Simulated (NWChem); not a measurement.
# One shape, several levels: SnHSCl (SMILES [SH][Sn][Cl])

Wanted: a comparison of 6 runs (HF/3-21G, HF/def2-SVP, PBE/STO-3G, PBE0/def2-SVP, B3LYP/def2-SVPD, CCSD/3-21G) of SnHSCl. 

The results are computed with NWChem 7.3.0.

3 further runs of the same task are left out: 3 set aside as unsound or not needed.

## 1. Starting point

The species is SnHSCl (4 atoms), meant as a singlet with charge 0. As SMILES, `[SH][Sn][Cl]`. The shape is that of a PBE0-D4/def2-TZVP optimisation.

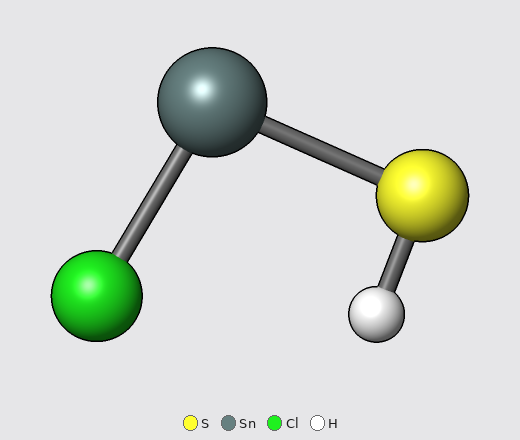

The structure, seen from a chosen angle (sulfur yellow, tin teal, chlorine green, hydrogen white).

## 2. Energy and gradient at HF/3-21G (run 1)

clhssn.xyz reads:

```xyz
4

S      0.185700     1.488500    -0.409700
Sn    -1.395700    -0.351700    -0.341800
Cl     0.088800    -1.950300     0.607800
H      1.176700     0.753300     0.123400
```

clhssn.nw reads:

```
start clhssn
memory stack 880 mb heap 220 mb global 1100 mb
charge 0

geometry units angstroms noautosym nocenter noautoz
  load format xyz clhssn.xyz
end

basis spherical bse
  * library 3-21G
end

scf
  thresh 1e-08
  maxiter 80
  noprint "final vectors analysis"
end

task scf gradient
```

Started as:

```bash
$ nwchem clhssn.nw > clhssn.out
```

Standard output:

```text
[...]
  functions       =    59
[...]
  wavefunction    = RHF
[...]
         Total SCF energy =  -6849.814792932471
      One-electron energy = -10295.355944072528
      Two-electron energy =   3023.295241983401
 Nuclear repulsion energy =    422.245909156654
        Time for solution =      4.7s
[...]
                         RHF ENERGY GRADIENTS
    atom               coordinates                        gradient
                 x          y          z           x          y          z
   1 S       0.350922   2.812857  -0.774221   -0.010903  -0.010112  -0.000319
   2 Sn     -2.637491  -0.664617  -0.645908    0.039064  -0.002118   0.012820
   3 Cl      0.167808  -3.685533   1.148575   -0.017416   0.017985  -0.010907
   4 H       2.223641   1.423531   0.233192   -0.010746  -0.005755  -0.001594
[...]
```

Wall time 7.8 s (1 thread of Intel Xeon 6975P-C (Granite Rapids), shared host); peak memory 0.096 GiB.

## 3. Energy and forces at HF/def2-SVP (core potential) (run 2)

m1.nw reads:

```
start m1
title "ClHSSn hf"
memory total 2200 mb
geometry noautosym nocenter noautoz
  S     0.185700    1.488500   -0.409700
  Sn   -1.395700   -0.351700   -0.341800
  Cl    0.088800   -1.950300    0.607800
  H     1.176700    0.753300    0.123400
end
basis "ao basis" spherical bse
  * library def2-SVP
end
ecp bse
  Sn library def2-SVP
end
scf
  thresh 1e-08
  maxiter 80
end
task scf gradient
```

Started as:

```bash
$ nwchem m1.nw > m1.out
```

Standard output:

```text
[...]
  functions       =    67
[...]
  wavefunction    = RHF
[...]
         Total SCF energy =  -1070.781758032441
      One-electron energy =  -1987.978244055867
      Two-electron energy =    703.707436379374
 Nuclear repulsion energy =    213.489049644052
        Time for solution =      8.0s
[...]
                         RHF ENERGY GRADIENTS
    atom               coordinates                        gradient
                 x          y          z           x          y          z
   1 S       0.350922   2.812857  -0.774221   -0.006917   0.001364  -0.002575
   2 Sn     -2.637491  -0.664617  -0.645908    0.010558  -0.001244   0.003671
   3 Cl      0.167808  -3.685533   1.148575   -0.004902   0.004915  -0.003026
   4 H       2.223641   1.423531   0.233192    0.001261  -0.005035   0.001930
[...]
```

Run time: 13 s. Hardware: 1 thread of Intel Xeon 6975P-C (Granite Rapids), shared host; peak memory 0.096 GiB.

Run 3 isn't shown in full; the table further down has it.

## 4. Energy and gradient at PBE0/def2-SVP (core potential) (run 4)

clhssn.xyz, as its differences from that of step 2:

```diff
@@ -1,3 +1,3 @@
 4
-
+ClHSSn PBE0
 S      0.185700     1.488500    -0.409700
```

clhssn.nw reads:

```
start clhssn
title "ClHSSn PBE0"
memory stack 880 mb heap 220 mb global 1100 mb
charge 0

geometry noautosym nocenter noautoz
 load format xyz clhssn.xyz
end

basis spherical bse
 * library def2-SVP
end

ecp bse
 Sn library def2-SVP
end

dft
 xc pbe0
 mult 1
 grid xfine
 convergence energy 1e-08
 iterations 100
 mulliken
end

task dft gradient
```

Started as:

```bash
$ nwchem clhssn.nw > clhssn.out
```

Standard output:

```text
[...]
          Wavefunction type:  closed shell.
          No. of atoms     :     4
          No. of electrons :    56
[...]
          Charge           :     0
          Spin multiplicity:     1
[...]
          AO basis - number of functions:    67
[...]
              XC Information
              --------------
                         PBE0 Method XC Functional
                     Hartree-Fock (Exact) Exchange  0.250
          PerdewBurkeErnzerhof Exchange Functional  0.750
            Perdew 1991 LDA Correlation Functional  1.000 local
           PerdewBurkeErnz. Correlation Functional  1.000 non-local
[...]
 d= 0,ls=0.0,diis     1  -1072.7691584308 -1.29D+03  2.21D-02  3.36D-01     1.8
[...]
 d= 0,ls=0.0,diis     8  -1072.8277444497  4.79D-09  7.81D-06  2.33D-07    11.1
         Total DFT energy =    -1072.827744449716
      One electron energy =    -1988.561869251920
           Coulomb energy =      774.369719321982
    Exchange-Corr. energy =      -72.124644163830
 Nuclear repulsion energy =      213.489049644052
[...]
      Total Density - Mulliken Population Analysis
     ---------------------------------------------
    Atom       Charge   Shell Charges
 -----------   ------   -------------------------------------------------------
    1 S   16    16.30   2.00  1.99  1.24  0.64  5.93  1.79  2.68  0.04
    2 Sn  22    21.46   0.44  1.60  1.40  0.44  2.74  3.26  0.96  0.47  9.72  0.43
    3 Cl  17    17.34   2.00  1.99  1.25  0.73  5.93  2.11  3.32  0.01
    4 H    1     0.89   0.69  0.16  0.03
[...]
  wavefunction    = closed shell
                         DFT ENERGY GRADIENTS
    atom               coordinates                        gradient
                 x          y          z           x          y          z
   1 S       0.350922   2.812857  -0.774221   -0.000642  -0.006025   0.001634
   2 Sn     -2.637491  -0.664617  -0.645908    0.008184  -0.000059   0.002570
   3 Cl      0.167808  -3.685533   1.148575   -0.004222   0.003883  -0.002500
   4 H       2.223641   1.423531   0.233192   -0.003320   0.002201  -0.001704
[...]
```

It took 16 s on 1 thread of Intel Xeon 6975P-C (Granite Rapids), shared host; peak memory 0.12 GiB.

Run 5 isn't shown in full; the table further down has it.

## 5. The energy at CCSD/3-21G (run 6)

clhssn.xyz, as its differences from that of step 4:

```diff
@@ -1,3 +1,3 @@
 4
-ClHSSn PBE0
+
 S      0.185700     1.488500    -0.409700
```

clhssn.nw reads:

```
start clhssn
memory stack 880 mb heap 220 mb global 1100 mb

geometry units angstrom noautosym nocenter noautoz
   load format xyz clhssn.xyz
end

basis "ao basis" spherical bse
   * library 3-21G
end

scf
   singlet
   rhf
   thresh 1e-08
   maxiter 80
end

ccsd
   freeze core 28
   maxiter 60
end

task ccsd energy
```

Started as:

```bash
$ nwchem clhssn.nw > clhssn.out
```

Standard output:

```text
[...]
  functions       =    59
[...]
  wavefunction    = RHF
[...]
         Total SCF energy =  -6849.814792932471
      One-electron energy = -10295.355944072528
      Two-electron energy =   3023.295241983401
 Nuclear repulsion energy =    422.245909156654
        Time for solution =      4.5s
[...]
 Total MP2 energy:          -6849.953029812747445
[...]
             energy      energy      error      ampl     ampl      Block
                                                time     time      time
[...]
 Total CCSD energy:          -6849.977571437504594
[...]
```

Run time: 26 s. Hardware: 1 thread of Intel Xeon 6975P-C (Granite Rapids), shared host; peak memory 0.13 GiB.

## 6. Overview of the runs

```csv
run,level,core potential,iteration cap,energy (Eh),dipole moment (D),largest force (eV/Å),wall time
1,HF/3-21G,–,80,-6849.814793,2.88,2.117,7.8 s
2,HF/def2-SVP (core potential),def2-SVP,80,-1070.781758,2.11,0.578,13 s
3,PBE/STO-3G,–,100,-6813.967189,2.12,1.299,8.4 s
4,PBE0/def2-SVP (core potential),def2-SVP,100,-1072.827744,1.80,0.441,16 s
5,B3LYP/def2-SVPD (core potential),def2-SVPD,100,-1073.233875,2.27,1.011,25 s
6,CCSD/3-21G,–,80,-6849.977571,–,–,26 s
```

## 7. Outcome

```
                                           quantity           value
                                run 6: total energy  -6849.97757 Eh
         run 6: HOMO energy (Hartree–Fock orbitals)        -9.72 eV
         run 6: LUMO energy (Hartree–Fock orbitals)        -0.56 eV
       run 6: HOMO–LUMO gap (Hartree–Fock orbitals)         9.15 eV
run 6: correlation energy (28 core orbitals frozen)      -162.8 mEh
```

**Reading.** Over runs 1, 2, 3, 4, 5 the dipole moment (its size) runs from 1.80 D (PBE0/def2-SVP) to 2.88 D (HF/3-21G). The two ends differ in method and basis and core potential. Over runs 2, 3, 4, 5 the HOMO–LUMO gap runs from 2.69 eV (PBE/STO-3G) to 9.52 eV (HF/def2-SVP). Totals of different functionals can't be ranked against each other. Some runs of one species differ in core potentials or relativity; totals across that change don't compare. In run 3 the basis is minimal, so the values are rough. In runs 1, 3, 6 relativity is left out where basis or elements ask for it. All runs together took 95 s, the longest 26 s.
